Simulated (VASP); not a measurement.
Band structure of RhN (relaxed from the NiAs type structure, space group P6_3/mmc). Computed with PBEsol GGA, VASP's PBE PAW potentials (set 64) (plane waves; VASP).

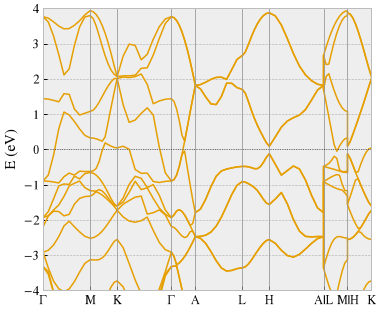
*Bands along high-symmetry lines, zero at the valence-band maximum or, without a gap, the Fermi level*

Question: Read the plot: is there a gap, and where are the band edges?

Answer: It has no gap at this level: it comes out as a metal or semimetal. (Edges off the drawn lines would not show.)

The structure was generated: RhN was put into the NiAs type type (P6_3/mmc), which need not be its known phase. It was relaxed first, which changed the volume by -16 %.
